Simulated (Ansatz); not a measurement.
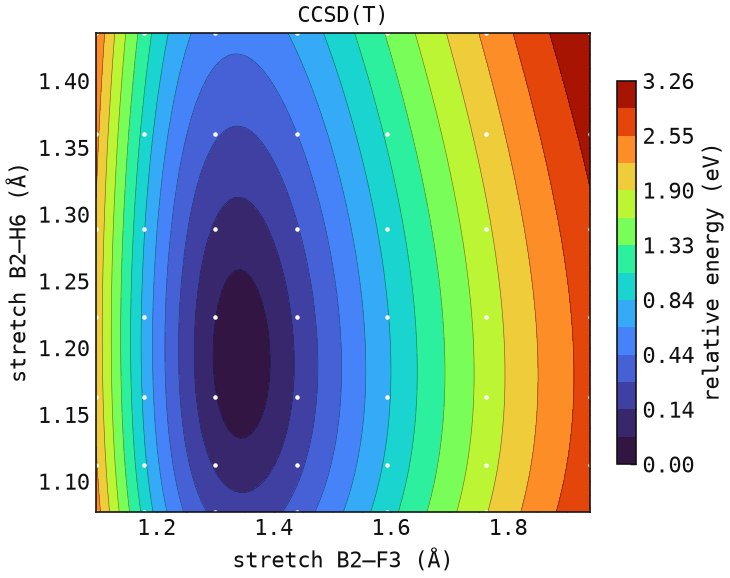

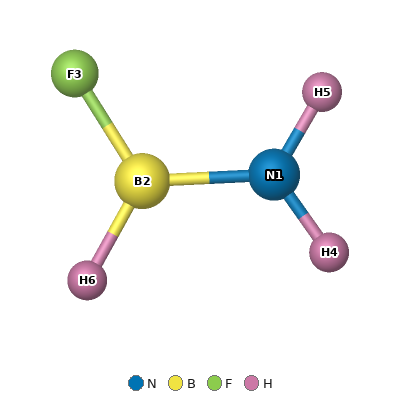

Energy landscape of BNH₃F, SMILES NBF over the stretch B2–F3 and the stretch B2–H6. Method named on the plot, def2-TZVPP, the Ansatz code, cores frozen in correlated methods. A stretch and then a stretch are set rigidly from the minimum (PBE0-D4/def2-TZVP); energies less that of the minimum; in a bend the first-named atom and what hangs on it turn. The map is drawn from 7 × 7 computed points, interpolated. Dots mark the computed points.

Question: Which computed point is the lowest, and which the highest?

Answer: Lowest at 1.30 Å and 1.22 Å (0.05 eV), highest at 1.94 Å and 1.44 Å (3.26 eV).

Question: Give the energies on the grid.

Answer: In eV; across: stretch B2–F3 (Å), down: stretch B2–H6 (Å).
|  | 1.10 | 1.18 | 1.30 | 1.44 | 1.59 | 1.76 | 1.94 |
| --- | --- | --- | --- | --- | --- | --- | --- |
| 1.08 | 2.37 | 1.00 | 0.24 | 0.34 | 0.98 | 1.88 | 2.84 |
| 1.11 | 2.25 | 0.89 | 0.14 | 0.24 | 0.88 | 1.79 | 2.75 |
| 1.16 | 2.15 | 0.80 | 0.05 | 0.16 | 0.81 | 1.72 | 2.69 |
| 1.22 | 2.12 | 0.78 | 0.05 | 0.17 | 0.83 | 1.74 | 2.71 |
| 1.29 | 2.18 | 0.85 | 0.13 | 0.26 | 0.93 | 1.85 | 2.82 |
| 1.36 | 2.31 | 0.99 | 0.29 | 0.43 | 1.11 | 2.03 | 3.00 |
| 1.44 | 2.51 | 1.21 | 0.52 | 0.67 | 1.35 | 2.28 | 3.26 |
